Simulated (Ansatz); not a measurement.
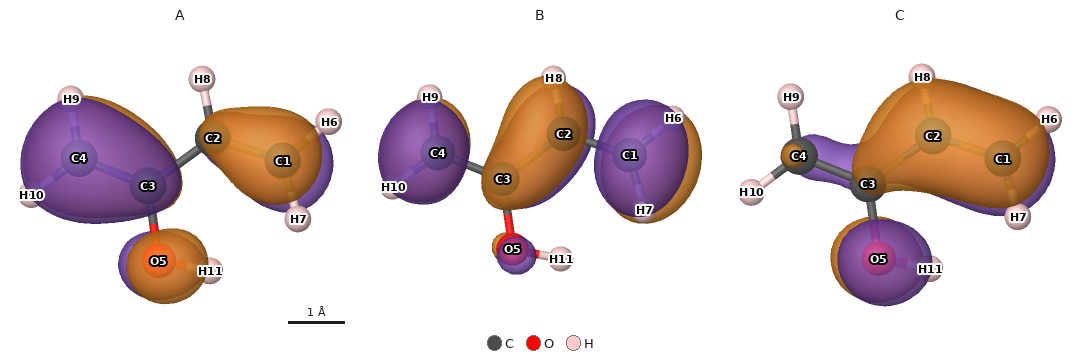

Figure. C4H6O (SMILES C=CC(=C)O). Three frontier orbitals at ±0.1 Å⁻³ᐟ² (orange and purple are the two phases), in no order.

Geometry: PBE0-D4/def2-TZVP.

These are results of RKS PBE0-D4/def2-TZVPP (Ansatz 0.2.0), not measurements.

Input

```
crystal:
  periodic: [false, false, false]
  atoms:
    - {symbol: C, position_ang: [-1.672923, -0.648680, -0.164289]}
    - {symbol: C, position_ang: [-0.573878, -0.276243, 0.487962]}
    - {symbol: C, position_ang: [0.640228, 0.249703, -0.122779]}
    - {symbol: C, position_ang: [1.638891, 0.749247, 0.609422]}
    - {symbol: O, position_ang: [0.730162, 0.251752, -1.476462]}
    - {symbol: H, position_ang: [-2.531556, -1.041747, 0.364580]}
    - {symbol: H, position_ang: [-1.782290, -0.559112, -1.241253]}
    - {symbol: H, position_ang: [-0.540821, -0.356805, 1.569517]}
    - {symbol: H, position_ang: [1.551598, 0.786627, 1.685654]}
    - {symbol: H, position_ang: [2.533449, 1.139318, 0.142978]}
    - {symbol: H, position_ang: [0.072341, -0.351061, -1.834630]}
basis:
  gaussian: {orbitals: def2-TZVPP}
hamiltonian: {xc: pbe0, dispersion: d4}
output: {orbitals: {seedname: orbitals}}
```

Launched as:

```sh
ansatz run in.yaml --threads 4 --pin off --events-out ev --progress --plain --max-ram 10444MiB
```

> Which picture is the HOMO−1, the HOMO and the LUMO?

C is the HOMO−1 (−8.54 eV). Its weight (Hirshfeld) is mainly on C2 (about 30 %), C1 (about 30 %), O5 (about 25 %) and C3 (about 5 %); π-bonding across C2–C1. A is the HOMO (−6.56 eV). It lies mainly on C4 (about 40 %), C3 (about 20 %), C1 (about 15 %), O5 (about 15 %) and C2 (about 5 %). B is the LUMO (−0.95 eV). By Hirshfeld shares it lies mainly on C1 (about 30 %), C2 (about 20 %), C4 (about 20 %) and C3 (about 10 %).

> What is the HOMO–LUMO gap?

5.61 eV between the orbital energies.
